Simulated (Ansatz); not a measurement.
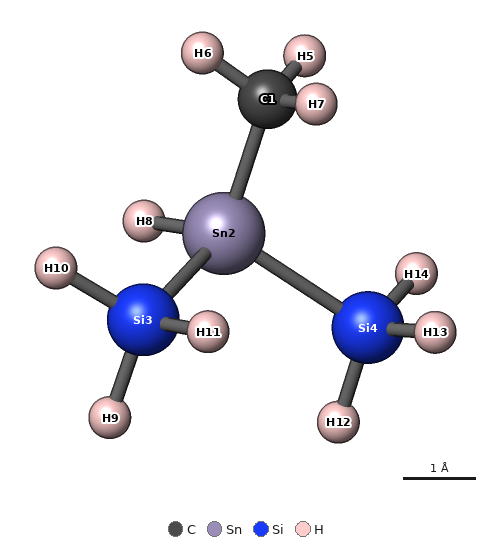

Figure 1. The structure as given in the input (ball-and-stick view, seen at a tilt; atoms are numbered from 1 in the order of the input). Sticks mark near contacts. Bond lengths as drawn: C–H 1.09 to 1.16 Å, C–Sn 2.10 Å, H–Si 1.40 to 1.56 Å, H–Sn 1.73 Å and Si–Sn 2.48 to 2.49 Å.

# Geometry relaxation, with input and output: CH$_{10}$Si$_{2}$Sn

CH$_{10}$Si$_{2}$Sn, SMILES [CH3][SnH]([SiH3])[SiH3], computed with RKS PBE-D4/def2-SVP (Ansatz 0.2.0).

It belongs to a series of runs on one base structure; here: end point A relaxed. Figures and captions count atoms from 1; the log counts them from 0 in places.

### What the program printed
```
The last accepted step is kept in [file] (removed where the run ends without a failure and the disk answers)
Engine: ansatz 0.2.0, x86_64-unknown-linux-gnu
Functional definition: PBE
  parameter kappa = 0.804
  parameter beta = 0.06672455060314922
  exchange = pbe_x(kappa = kappa, mu = beta*pi^2/3)
  correlation = pbe_c(beta = beta)
1421 factors; their error is unknown
mean field evaluation 1: about -22761.9961 eV, gradient 5.4e1 eV
mean field evaluation 2: about -22748.8507 eV, gradient 7.9e1 eV
mean field evaluation 4: about -22769.7120 eV, gradient 4.5e0 eV
mean field evaluation 8: about -22769.7914 eV, gradient 6.8e-2 eV
mean field evaluation 16: about -22769.7138 eV, gradient 7.7e-5 eV
mean field -22769.71377952 eV, -836.7715475309 hartree, gradient 7.7e-5 eV, S^2 0.000000; 0 other end points of the search recorded, 0 dependent functions left out
the calculation of the forces begins
reference -22769.71382712 eV, -836.7715492801 hartree; 33, 33 occupied and 93, 93 virtual orbitals, 1421 factors
relax step   1: F+E_penalty+E_count = -22770.05033572 eV  Δ(F+E_penalty+E_count) = +0.000e0 eV  max|allowed force component| = 2.510e0 eV/Å  Δτ_max = 0.0000 Å  (26 SCF iters, accepted)
these checks for a lower state are left out or cut short: starts, cluster_reference, orbital_swaps, neighbouring_geometries, increment
1421 factors; their error is unknown
mean field -22770.10165868 eV, -836.7858018272 hartree, gradient 8.4e-6 eV, S^2 0.000000; 0 other end points of the search recorded, 0 dependent functions left out
the calculation of the forces begins
reference -22770.10170729 eV, -836.7858036138 hartree; 33, 33 occupied and 93, 93 virtual orbitals, 1421 factors
relax step   2: F+E_penalty+E_count = -22770.41664286 eV  Δ(F+E_penalty+E_count) = -3.663e-1 eV  max|allowed force component| = 5.314e-1 eV/Å  Δτ_max = 0.1901 Å  (28 SCF iters, accepted)
these checks for a lower state are left out or cut short: starts, cluster_reference, orbital_swaps, neighbouring_geometries, increment
1421 factors; their error is unknown
mean field -22770.14165762 eV, -836.7872717611 hartree, gradient 1.3e-5 eV, S^2 0.000000; 0 other end points of the search recorded, 0 dependent functions left out
the calculation of the forces begins
reference -22770.14170609 eV, -836.7872735425 hartree; 33, 33 occupied and 93, 93 virtual orbitals, 1421 factors
relax step   3: F+E_penalty+E_count = -22770.46134690 eV  Δ(F+E_penalty+E_count) = -4.470e-2 eV  max|allowed force component| = 1.838e-1 eV/Å  Δτ_max = 0.0879 Å  (27 SCF iters, accepted)
these checks for a lower state are left out or cut short: starts, cluster_reference, orbital_swaps, neighbouring_geometries, increment
1421 factors; their error is unknown
mean field evaluation 32: about -22770.2243 eV, gradient 1.6e0 eV
mean field -22770.14846889 eV, -836.7875220708 hartree, gradient 1.4e-5 eV, S^2 0.000000; 0 other end points of the search recorded, 0 dependent functions left out
the calculation of the forces begins
reference -22770.14851730 eV, -836.7875238499 hartree; 33, 33 occupied and 93, 93 virtual orbitals, 1421 factors
relax step   4: F+E_penalty+E_count = -22770.46874863 eV  Δ(F+E_penalty+E_count) = -7.402e-3 eV  max|allowed force component| = 6.429e-2 eV/Å  Δτ_max = 0.0487 Å  (28 SCF iters, accepted)
these checks for a lower state are left out or cut short: starts, cluster_reference, orbital_swaps, neighbouring_geometries, increment
1421 factors; their error is unknown
mean field -22770.14947606 eV, -836.7875590835 hartree, gradient 1.4e-5 eV, S^2 0.000000; 0 other end points of the search recorded, 0 dependent functions left out
the calculation of the forces begins
reference -22770.14952451 eV, -836.7875608639 hartree; 33, 33 occupied and 93, 93 virtual orbitals, 1421 factors
relax step   5: F+E_penalty+E_count = -22770.46936570 eV  Δ(F+E_penalty+E_count) = -6.171e-4 eV  max|allowed force component| = 4.515e-3 eV/Å  Δτ_max = 0.0106 Å  (29 SCF iters, accepted)
1421 factors; their error is unknown
mean field evaluation 64: about -22770.1495 eV, gradient 4.8e-5 eV
```

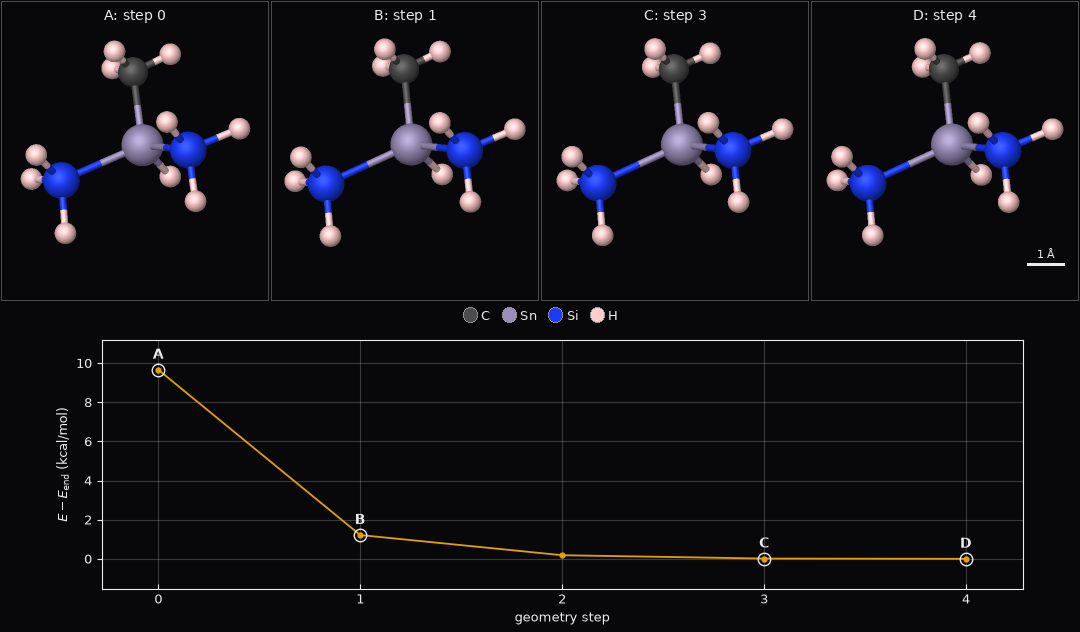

Figure 2. Frames of the relaxation (ball-and-stick view, seen at a tilt) above the curves, on which the letters mark them (the first geometry is step 0 here and step 1 in the log).

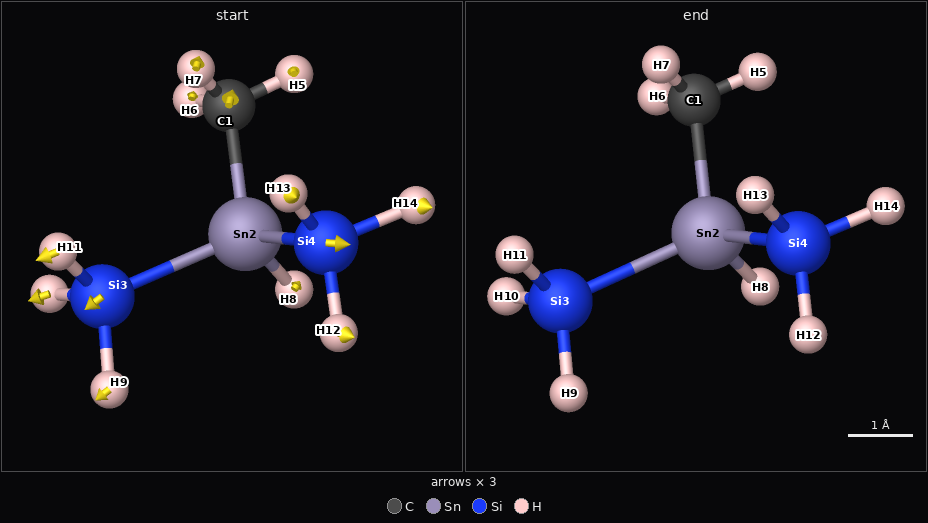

Figure 3. Before (left) and after (right) the relaxation, at one scale (ball-and-stick view, seen at a tilt). The yellow arrows give the displacements, magnified 3 times. The largest moves after the best rigid fit, 0.13 Å, are those of Si4 and H11. By element the largest moves are Si 0.13 Å, H 0.13 Å, C 0.12 Å, Sn 0.02 Å. Among the contacts that change: Sn2–Si3 2.481 → 2.588 Å, Si4–H13 1.403 → 1.507 Å, Sn2–Si4 2.489 → 2.588 Å, C1–Sn2 2.099 → 2.181 Å. Among the angles that change: H12–Si4–H13 114.0° → 108.2°, H5–C1–H6 104.5° → 109.3°, Sn2–Si4–H14 107.0° → 111.2°. Over 4 geometry steps the energy falls by 9.66 kcal/mol. Largest force component: 2.5 eV/Å at the start, 0.0045 eV/Å at the end. (Atoms are counted from 1 in the order of the input.)

```
mean field -22770.14947606 eV, -836.7875590835 hartree, gradient 1.4e-5 eV, S^2 0.000000; 1 other end points of the search recorded, 0 dependent functions left out
the calculation of the forces begins
reference -22770.14952451 eV, -836.7875608639 hartree; 33, 33 occupied and 93, 93 virtual orbitals, 1421 factors
Total energy: -22770.46941414 eV, -836.7993165913 hartree
Atom 0 at    -0.822168     1.603231    -1.265878 Å, force    -0.002977     0.003272    -0.001089 eV/Å
Atom 1 at    -0.467695     0.262288     0.417644 Å, force     0.000960    -0.000282    -0.002472 eV/Å
Atom 2 at     1.971725     0.504348     1.247680 Å, force     0.003518     0.001826    -0.000554 eV/Å
Atom 3 at    -0.914736    -2.185266    -0.295087 Å, force    -0.001265    -0.002685    -0.002816 eV/Å
Atom 4 at    -1.868709     1.497370    -1.609936 Å, force     0.001414     0.001272    -0.001386 eV/Å
Atom 5 at    -0.645274     2.649407    -0.951230 Å, force     0.000593    -0.000433    -0.001324 eV/Å
Atom 6 at    -0.136643     1.350111    -2.096714 Å, force    -0.000616    -0.000744     0.002447 eV/Å
Atom 7 at    -1.558118     0.699173     1.696879 Å, force     0.000066    -0.002487     0.004515 eV/Å
Atom 8 at     2.236441    -0.407364     2.416851 Å, force    -0.002399    -0.000286    -0.000700 eV/Å
Atom 9 at     2.265463     1.919901     1.673137 Å, force    -0.001102    -0.000296    -0.000465 eV/Å
Atom 10 at     2.926488     0.140207     0.140251 Å, force     0.000933    -0.000467     0.001153 eV/Å
Atom 11 at    -0.660259    -3.135387     0.845394 Å, force    -0.000003     0.001990     0.001176 eV/Å
Atom 12 at    -0.001535    -2.560006    -1.433643 Å, force     0.000298    -0.001367     0.001312 eV/Å
Atom 13 at    -2.337780    -2.367213    -0.756548 Å, force     0.000582     0.000688     0.000203 eV/Å
Dipole moment:    -0.050716     0.124406    -0.121282 e Å
```

### Trajectory as extended XYZ (Å, eV, eV/Å), 5 frames, from step=1 to step=5
```
14
Properties=species:S:1:pos:R:3:forces:R:3 step=1 energy=-22770.05034
C    -0.7566    1.5070   -1.2231   -1.9576   2.2119  -0.5050
Sn   -0.4721    0.2397    0.4260   -0.2796   0.0308   0.6179
Si    1.8820    0.4745    1.1744    0.2707   0.0192   1.0814
Si   -0.8024   -2.1179   -0.2996   -2.5105   0.0724   0.9998
H    -1.8522    1.4409   -1.5974    1.3476  -0.0261   0.3736
H    -0.6186    2.6157   -0.9239   -0.0249  -1.2970  -0.3258
H    -0.0882    1.2849   -2.0567    0.3328  -0.1579  -0.3518
H    -1.5143    0.6763    1.7295   -0.1117   0.0066   0.0084
H     2.1581   -0.4148    2.3646    0.0204  -0.0267  -0.0838
H     2.1658    1.8630    1.6259    0.1238   0.3616   0.0399
H     2.8045    0.1210    0.1011    0.5842  -0.2071  -0.6496
H    -0.6172   -3.0247    0.8553    0.1935  -0.3895   0.2340
H    -0.0090   -2.4388   -1.4112    1.3153  -0.5757  -1.5969
H    -2.2926   -2.2560   -0.7361    0.6959  -0.0226   0.1578
14
Properties=species:S:1:pos:R:3:forces:R:3 step=2 energy=-22770.41664
C    -0.8253    1.6003   -1.2643   -0.4182   0.5306  -0.1298
Sn   -0.4486    0.2608    0.4111   -0.0270  -0.2218   0.1132
Si    2.0188    0.5361    1.2746   -0.3878  -0.1284   0.0601
Si   -0.9502   -2.2224   -0.3008   -0.4605   0.4731   0.4000
H    -1.8769    1.5118   -1.6478    0.4274  -0.0874   0.2458
H    -0.6634    2.6701   -0.9686   -0.0048  -0.4460  -0.0321
H    -0.1320    1.3552   -2.0861    0.0926  -0.0217  -0.1188
H    -1.5708    0.6679    1.6731    0.0239   0.0393   0.0475
H     2.2968   -0.3854    2.4368   -0.0412   0.0370  -0.0346
H     2.3207    1.9455    1.6980   -0.0277   0.0726   0.0155
H     2.9466    0.1719    0.1650    0.1835  -0.0514  -0.1877
H    -0.6952   -3.1804    0.8248    0.0401  -0.0481   0.0786
H    -0.0509   -2.5402   -1.4172    0.4084  -0.2412  -0.5314
H    -2.3822   -2.4203   -0.7699    0.1914   0.0934   0.0737
14
Properties=species:S:1:pos:R:3:forces:R:3 step=3 energy=-22770.46135
C    -0.8144    1.5993   -1.2663   -0.1075   0.0474   0.0017
Sn   -0.4925    0.2736    0.4424    0.1838  -0.0697  -0.1115
Si    1.9702    0.4970    1.2444   -0.1193   0.0185   0.0249
Si   -0.8998   -2.1861   -0.2978   -0.1142   0.1042   0.1194
H    -1.8628    1.4912   -1.6083    0.0283   0.0194  -0.0092
H    -0.6428    2.6505   -0.9628   -0.0008  -0.0199   0.0131
H    -0.1344    1.3511   -2.1050    0.0064  -0.0611   0.0881
H    -1.5825    0.7224    1.7239    0.0377  -0.0275  -0.0657
H     2.2349   -0.4196    2.4102    0.0131   0.0184   0.0029
H     2.2583    1.9151    1.6651    0.0317  -0.0076   0.0174
H     2.9207    0.1331    0.1343   -0.0125  -0.0053  -0.0199
H    -0.6453   -3.1409    0.8391   -0.0048   0.0015  -0.0029
H     0.0045   -2.5618   -1.4373    0.0543   0.0209  -0.0489
H    -2.3268   -2.3542   -0.7531    0.0038  -0.0391  -0.0095
14
Properties=species:S:1:pos:R:3:forces:R:3 step=4 energy=-22770.46875
C    -0.8210    1.6010   -1.2654    0.0035  -0.0099   0.0074
Sn   -0.4661    0.2616    0.4180    0.0199   0.0007  -0.0348
Si    1.9691    0.5050    1.2495    0.0454  -0.0058  -0.0037
Si   -0.9158   -2.1823   -0.2936    0.0102  -0.0394  -0.0214
H    -1.8680    1.4912   -1.6060   -0.0016   0.0088  -0.0138
H    -0.6461    2.6466   -0.9485    0.0008   0.0064  -0.0098
H    -0.1352    1.3478   -2.0957   -0.0043   0.0077  -0.0048
H    -1.5565    0.7034    1.6873   -0.0461   0.0125   0.0643
H     2.2385   -0.4084    2.4171   -0.0079   0.0075  -0.0066
H     2.2665    1.9205    1.6742   -0.0069  -0.0083  -0.0021
H     2.9210    0.1400    0.1386   -0.0047   0.0050   0.0133
H    -0.6583   -3.1367    0.8434   -0.0045   0.0105  -0.0039
H    -0.0019   -2.5534   -1.4341   -0.0111   0.0002   0.0114
H    -2.3389   -2.3655   -0.7558    0.0072   0.0041   0.0047
14
Properties=species:S:1:pos:R:3:forces:R:3 step=5 energy=-22770.46937
C    -0.8222    1.6032   -1.2659   -0.0030   0.0033  -0.0011
Sn   -0.4677    0.2623    0.4176    0.0010  -0.0003  -0.0025
Si    1.9717    0.5043    1.2477    0.0035   0.0018  -0.0006
Si   -0.9147   -2.1853   -0.2951   -0.0013  -0.0027  -0.0028
H    -1.8687    1.4974   -1.6099    0.0014   0.0013  -0.0014
H    -0.6453    2.6494   -0.9512    0.0006  -0.0004  -0.0013
H    -0.1366    1.3501   -2.0967   -0.0006  -0.0007   0.0024
H    -1.5581    0.6992    1.6969    0.0001  -0.0025   0.0045
H     2.2364   -0.4074    2.4169   -0.0024  -0.0003  -0.0007
H     2.2655    1.9199    1.6731   -0.0011  -0.0003  -0.0005
H     2.9265    0.1402    0.1403    0.0009  -0.0005   0.0012
H    -0.6603   -3.1354    0.8454    0.0000   0.0020   0.0012
H    -0.0015   -2.5600   -1.4336    0.0003  -0.0014   0.0013
H    -2.3378   -2.3672   -0.7565    0.0006   0.0007   0.0002
```

The run was set up as follows.

### Input file
```yaml
crystal:
  periodic: [false, false, false]
  atoms:
    - { symbol: C, position_ang: [-0.7566, 1.507, -1.2231] }
    - { symbol: Sn, position_ang: [-0.4721, 0.2397, 0.426] }
    - { symbol: Si, position_ang: [1.882, 0.4745, 1.1744] }
    - { symbol: Si, position_ang: [-0.8024, -2.1179, -0.2996] }
    - { symbol: H, position_ang: [-1.8522, 1.4409, -1.5974] }
    - { symbol: H, position_ang: [-0.6186, 2.6157, -0.9239] }
    - { symbol: H, position_ang: [-0.0882, 1.2849, -2.0567] }
    - { symbol: H, position_ang: [-1.5143, 0.6763, 1.7295] }
    - { symbol: H, position_ang: [2.1581, -0.4148, 2.3646] }
    - { symbol: H, position_ang: [2.1658, 1.863, 1.6259] }
    - { symbol: H, position_ang: [2.8045, 0.121, 0.1011] }
    - { symbol: H, position_ang: [-0.6172, -3.0247, 0.8553] }
    - { symbol: H, position_ang: [-0.009, -2.4388, -1.4112] }
    - { symbol: H, position_ang: [-2.2926, -2.256, -0.7361] }
basis:
  gaussian: { orbitals: def2-SVP }
hamiltonian:
  xc: pbe
  dispersion: d4
relax:
  f_tol: 0.015
  max_steps: 40
```

Run as:
```bash
ansatz run input.yaml --threads 2 --pin off --max-ram 3072MiB --backend cpu --events-out ev --progress --plain --runs-dir out
```

### Summary

```tsv
quantity	value
outcome	converged
total energy	−22770.4694 eV
mean-field energy	−22770.1495 eV
largest force (length of the vector) at the end	0.005 eV/Å
hardware	2 threads of Intel Xeon (Emerald Rapids), 16 GiB of memory available, shared host
wall time	10 s (CPU time 20 s)
peak memory	0.2 GiB
```
